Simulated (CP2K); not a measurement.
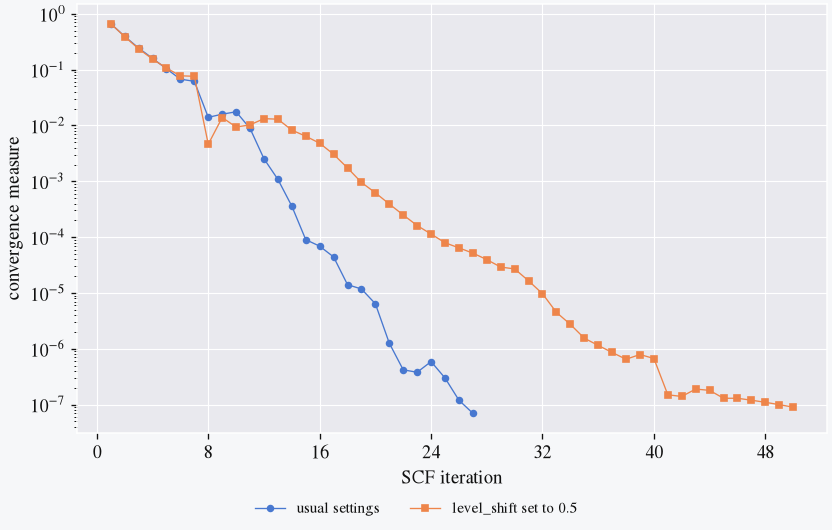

Two SCF runs that differ in one setting.
The run: C₂OS (SMILES O=C=C=S), by RHF PM6 (CP2K 2026.2).

> How did each SCF end?

“usual settings” converged in 27 iterations. “level_shift set to 0.5” converged in 50 iterations. A level shift pushes the empty orbitals up, which shortens each step: safer, but slower. Both end at the same energy within 1 meV.
